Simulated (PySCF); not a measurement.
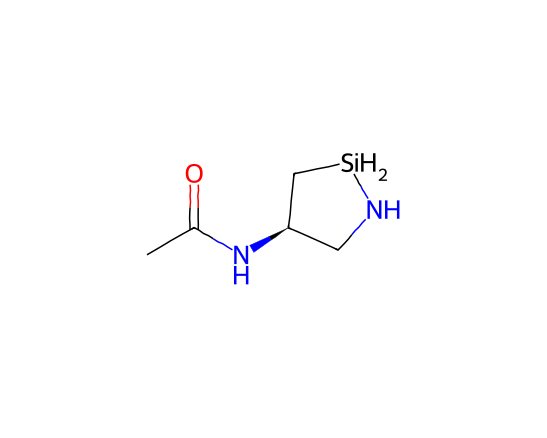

(Drawn from a calculation with PySCF.)

2D structure.

**Write the SMILES.**

CC(=O)N[C@@H]1CN[SiH2]C1

**Give the formula, hydrogens included.**

C5H12N2OSi.

**An optimisation with PBE0-D3(BJ)/def2-SVP gave a structure of which point group?**

C1.
